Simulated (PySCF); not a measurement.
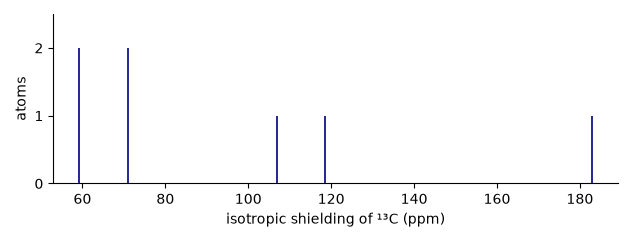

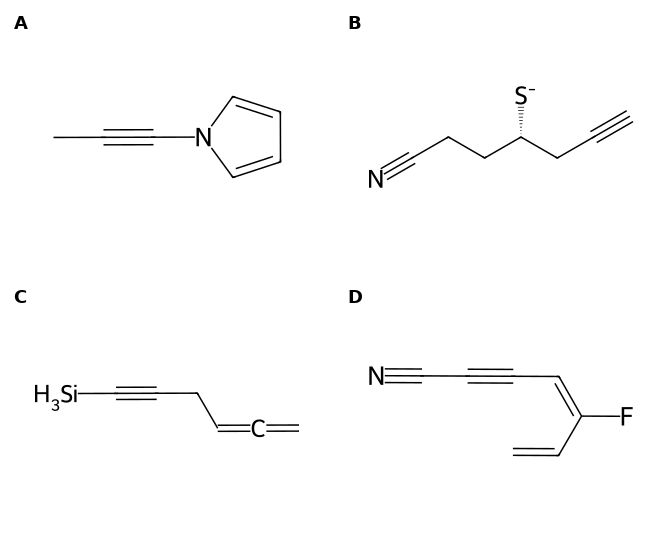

The sticks are computed shieldings of one of the molecules, for one fixed geometry (GFN2-xTB) without averaging over rotations. Low shielding means a high chemical shift. Method: GIAO PBE0/pcSseg-1 NMR shielding, non-relativistic, gas phase (PySCF 2.14.0).

> Match the spectrum to a structure.

A, `CC#Cn1cccc1`. Its 7 C atoms give lines at 59.1 (2 atoms), 70.9 (2 atoms), 106.8, 118.5, 182.9 ppm.

The geometry is semi-empirical. Around Si such bond lengths and angles can be off by a tenth of an ångström or more and by several degrees, and values that hang on the shape move with them.
